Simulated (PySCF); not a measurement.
## A study: CH$_{6}$Ge, SMILES `C[GeH3]`

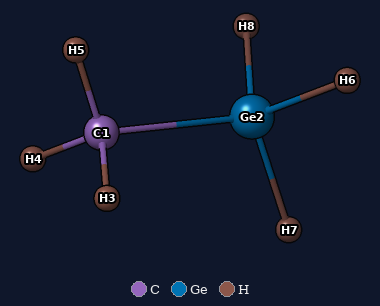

The molecule, with its atoms numbered as below. No frequency check shows the geometry to be a minimum.

Cartesian coordinates (Å):

```
C1      -1.5689    0.0002    0.0000
Ge2      0.3897   -0.0001   -0.0001
H3      -1.9547   -0.5836    0.8320
H4      -1.9546   -0.4284   -0.9220
H5      -1.9543    1.0130    0.0894
H6       0.9345    0.5884    1.2607
H7       0.9341   -1.3865   -0.1207
H8       0.9378    0.8007   -1.1355
```

### 1. Bonding charge

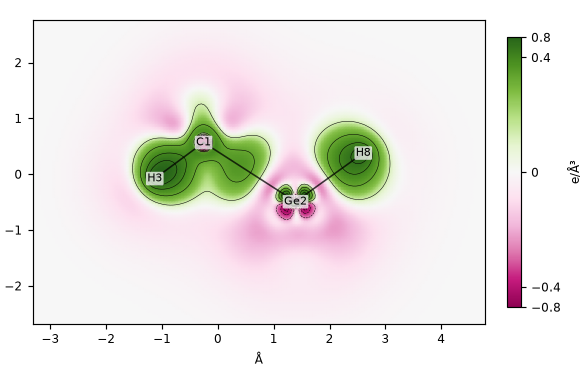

Deformation density (molecule less spherical, spin-averaged free atoms) in the plane of C1, Ge2, H3 and H8; colour scale in e/Å³, logarithmic beyond ±0.1; green: gain, pink: loss.

PySCF calculation, B3LYP/aug-cc-pVDZ, gas phase; geometry: GFN2-xTB.

> How much density has each bond in this plane gained at its critical point, relative to the free atoms?

C1–H3: +0.65 e/Å³ at the bond critical point (bond length 1.09 Å). Ge2–H8: +0.23 e/Å³ at the bond critical point (bond length 1.49 Å). C1–Ge2: +0.17 e/Å³ at the bond critical point (bond length 1.96 Å). In all, 1.7 electrons gather in the regions of gain relative to the promolecule.

> Where do the Hirshfeld charges lie?

The highest Hirshfeld charge is on Ge2 (+0.32 e), the lowest on C1 (−0.20 e).

| atom | charge (e) |
| --- | --- |
| C1 | −0.20 |
| Ge2 | +0.32 |
| H3 | +0.04 |
| H4 | +0.04 |
| H5 | +0.04 |
| H6 | −0.08 |
| H7 | −0.08 |
| H8 | −0.08 |

### 2. Bond critical points

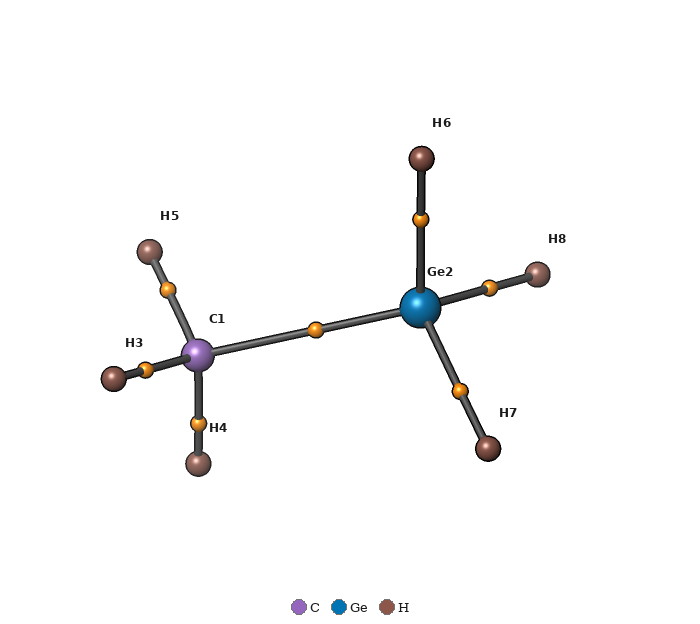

Molecular graph of the electron density (QTAIM): bond paths, bond critical points (orange), ring points (yellow, if any); weak paths are dashed.

> How many critical points of each kind are there, and does the count close?

8 nuclei, 7 bond, 0 ring and 0 cage critical points: 8 − 7 + 0 − 0 = 1, as the Poincaré–Hopf relation requires.

> Tabulate density, Laplacian, ellipticity and energy density at the bond critical points (atomic units).

```csv
bond,length (Å),ρ (a.u.),∇²ρ (a.u.),ε,H (a.u.)
C1–H3 (3 alike),1.087,0.273,−0.96,0.02,−0.289
Ge2–H8 (3 alike),1.494,0.141,+0.11,0.00,−0.085
C1–Ge2,1.959,0.126,+0.06,0.00,−0.074
```

> What kind of interaction is Ge2–H8?

Polar or intermediate (positive Laplacian, negative energy density H): ρ = 0.141, ∇²ρ = +0.11, H = −0.085 a.u.

### 3. Local ionisation energy

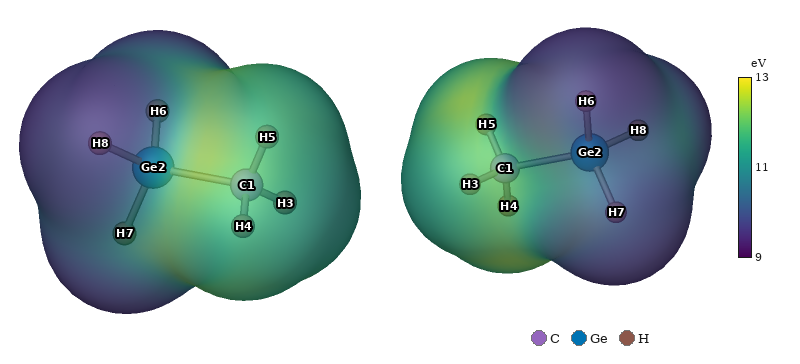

Average local ionisation energy on the surface of electron density 0.001 a.u. (back view left, front view right).

> Locate the minima of the map.

The lowest value is 9.6 eV, 1.5 Å from H6, and at like points elsewhere. Further minima include 11.0 eV, near H3 (1.84 Å), H4 (1.91 Å), C1 (2.02 Å) and H5 (2.02 Å). For comparison, the highest occupied orbital lies at −8.8 eV.

> What volume does the surface enclose, and what is the dipole moment?

About 88 Å³; the dipole moment is 0.7 D.

### 4. Excited states

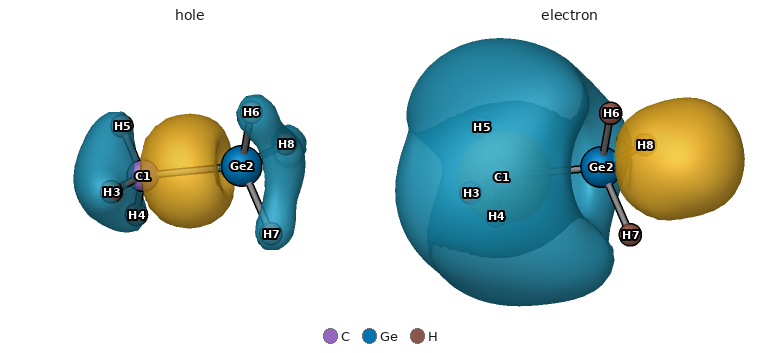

Leading natural transition orbital pair of S₁ (TDA singlet states); the surfaces enclose about 70 % of each orbital's density.

PySCF calculation, BHandHLYP/6-311G**, gas phase; geometry: GFN2-xTB. Without diffuse functions Rydberg states are missing, so the states' numbers hold for this basis only.

> Give its energy and the atoms that hole and electron lie on.

9.02 eV (137 nm), f = 0.277 (bright), partly diffuse acceptor orbital, which a basis without diffuse functions describes poorly; the leading pair carries 98 %; hole on C1 (42 %), Ge2 (31 %) and H3, H4 and H5 (5 % each), electron on Ge2 (31 %), C1 (17 %) and H3, H4 and H5 (12 % each) (atom shares of so diffuse an orbital are rough); their centroids lie 0.1 Å apart. In canonical orbitals it is mainly HOMO → LUMO (95 %). The HOMO–LUMO gap is 11.71 eV.

### 5. In an electric field

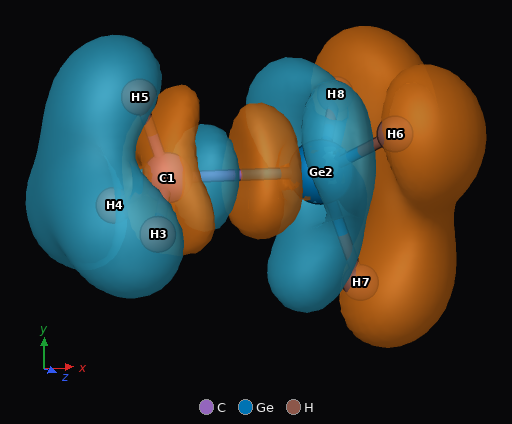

Change of the electron density in a uniform field of 0.51 V/Å, surfaces at ±0.003 e/Å³ (light blue: gain, orange: loss).

Level of theory: TPSS/def2-SVPD (PySCF), at a geometry from GFN2-xTB.

The field was applied in both directions; the picture shows the one opposite to the script's first.

> Along which Cartesian direction does the field point?

Along +x: electrons gather on the −x side, against the field.

> How large is the response?

The induced dipole is 1.31 D (along the field); α along this axis, from the fields in both directions, is 52 bohr³ (7.7 Å³).

### 6. Removing or adding an electron

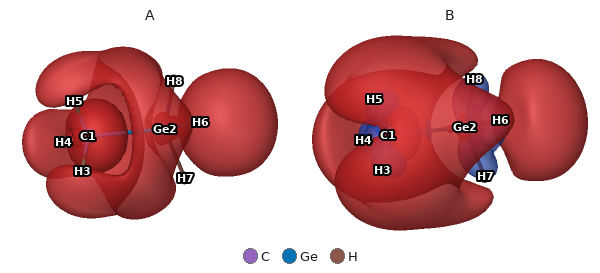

The Fukui function f⁺ from two separate SCF calculations and the density of the LUMO, at ±0.008 e/Å³ (red positive, blue negative).

Computed with PySCF, BP86/6-311G**, geometry: GFN2-xTB.

> Which panel is which, and how good is the frozen-orbital picture?

B is f⁺ (it has negative regions), A the LUMO density. The LUMO lies on Ge2 (39 %), C1 (17 %) and H3, H4 and H5 (9 % each); f⁺ (Hirshfeld-condensed) is largest on Ge2 (0.34); the vertical electron affinity is −2.10 eV (the stability of the anion's solution wasn't checked; negative, but this basis has no diffuse functions, so it doesn't show that the anion is unbound). Relaxation shifts 13 % of the electron between atoms. The orbital energy is 0.18 eV.

### 7. Stretching a bond

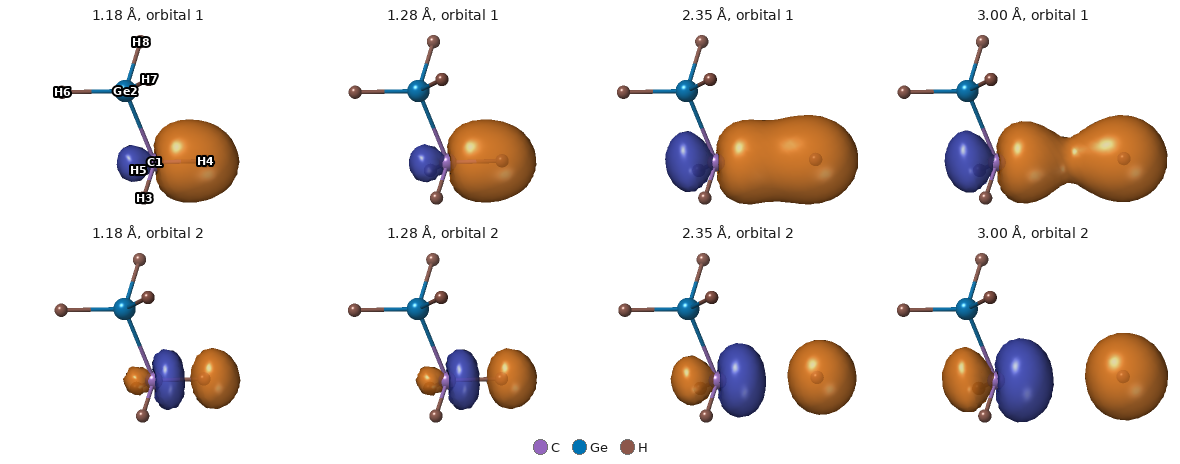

Rigid stretch of the C1–H4 bond. The two CASSCF(2,2) natural orbitals nearest half filling (orbital 1 the more occupied).

PySCF calculation, def2-SVPD basis, gas phase; geometry: GFN2-xTB.

> How do the occupations change along the stretch?

1.18 Å: 1.98 and 0.02; 1.28 Å: 1.97 and 0.03; 2.35 Å: 1.63 and 0.37; 3.00 Å: 1.30 and 0.70. At the longest distance computed (3.00 Å) they are 1.30 and 0.70, and the effective number of unpaired electrons is 1.7.

> Where does the UHF solution part from RHF?

Between 1.66 Å (⟨S²⟩ = 0, the two coincide) and 1.93 Å (⟨S²⟩ = 0.56); at 3.00 Å ⟨S²⟩ is 0.99 and UHF lies 3.3 eV below RHF.

> How much energy does the stretch cost?

By CASSCF, 4.3 eV from the lowest point of the scan (1.07 Å) to 3.00 Å; RHF gives 7.1 eV from its own lowest point. The fragments aren't relaxed and dynamic correlation is missing, so this isn't a bond dissociation energy.

The PySCF runs shown took 7 s, 82 s, 24 s, 2.8 min and 2.6 min on 1 thread of Intel(R) Xeon(R) 6975P-C (Granite Rapids), with other jobs on the host.
